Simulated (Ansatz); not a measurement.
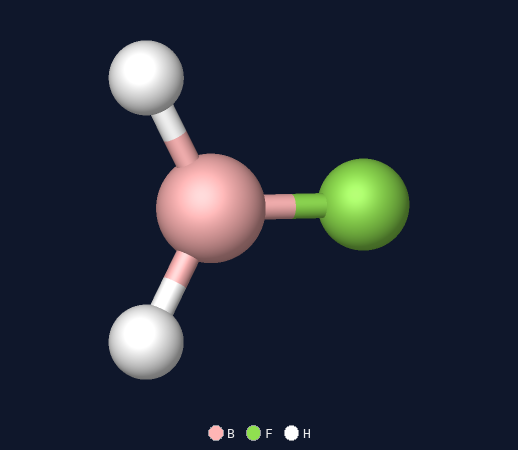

The picture shows a molecular structure as a ball-and-stick model.

The computed structure is the end point of a PBE0-D4/def2-TZVP optimisation.

Describe the molecule.

It has 4 atoms: 1 boron, 1 fluorine and 2 hydrogen (BFH₂). This geometry has C2v symmetry. All atoms lie on one plane. Coordination: 1 B trigonal planar.

The parts below concern this one geometry. Atoms keep their numbers from picture to picture.

## Shape

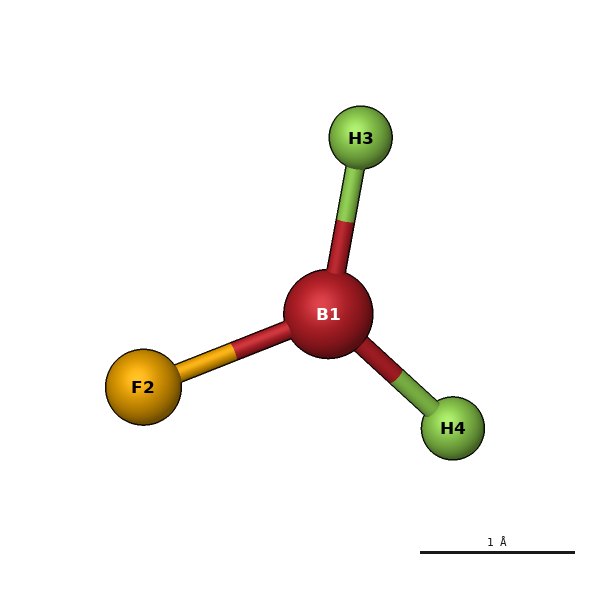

The atoms are numbered.

Estimate the angles F2–B1–H3, H3–B1–H4.

```tsv
angle	degrees
F2–B1–H3	117.8
H3–B1–H4	124.4
```

## Vibrations

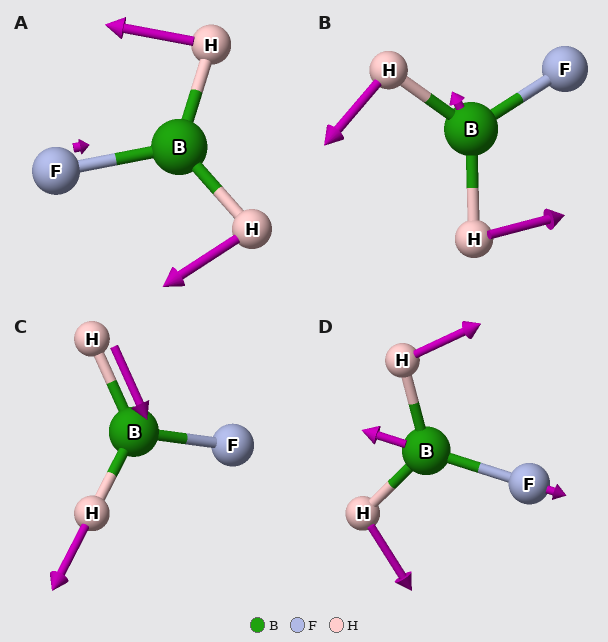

4 normal modes of one molecule or complex, as arrows. Harmonic vibrations computed with RKS PBE0-D4/def2-TZVP (Ansatz 0.2.0) at a stationary point of the same level.

**Match the panels to the wavenumbers 1017 cm⁻¹, 1180 cm⁻¹, 1363 cm⁻¹, 2678 cm⁻¹.**

A: 1180 cm⁻¹
B: 1017 cm⁻¹, F–B–H bending
C: 2678 cm⁻¹, out-of-phase stretching of 2 B–H bonds
D: 1363 cm⁻¹

## Dipole moment

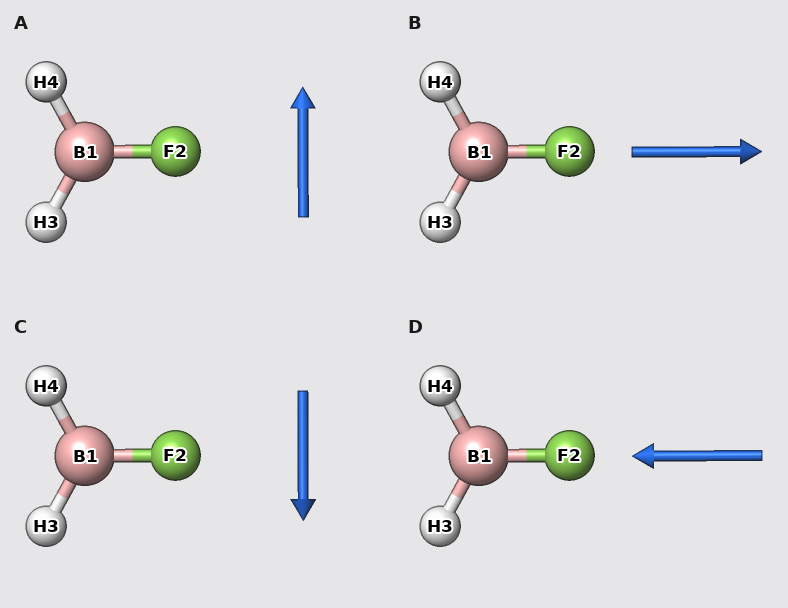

The same molecule four times, each with an arrow. Level of theory: RKS PBE0-D4/def2-TZVP (Ansatz 0.2.0).

**Which arrow points along the dipole moment, from the negative to the positive end?**

D. The dipole moment is 0.73 D; it points from the side of F2 to the side of H3, H4 (the outermost atoms at the two ends).

## Thermal motion

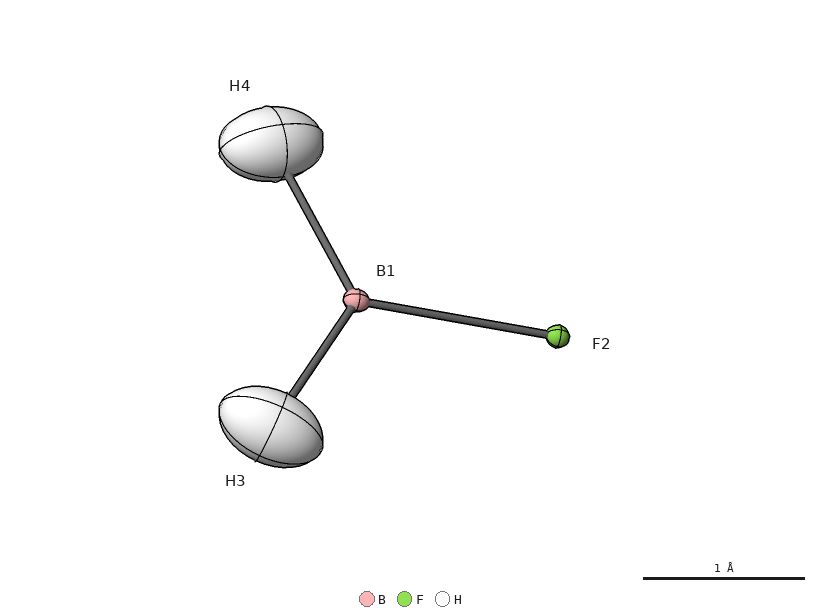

Displacement ellipsoids at the 50 % level, enlarged 2 times, from the internal vibrations of the free molecule (harmonic, no overall translation or rotation; no half-axis is drawn under 0.075 Å). Vibrations computed with RKS PBE0-D4/def2-TZVP (Ansatz 0.2.0). Temperature: 0 K (zero-point motion alone).

List U_eq and the three principal root-mean-square amplitudes for each kind of atom.

```json
{"atom": "B1", "U_eq (Å²)": "0.00050", "rms amplitudes (Å)": "0.019, 0.020, 0.027"}
{"atom": "F2", "U_eq (Å²)": "0.00012", "rms amplitudes (Å)": "0.003, 0.007, 0.017"}
{"atom": "H3, H4", "U_eq (Å²)": "0.0081", "rms amplitudes (Å)": "0.074, 0.078, 0.112"}
```
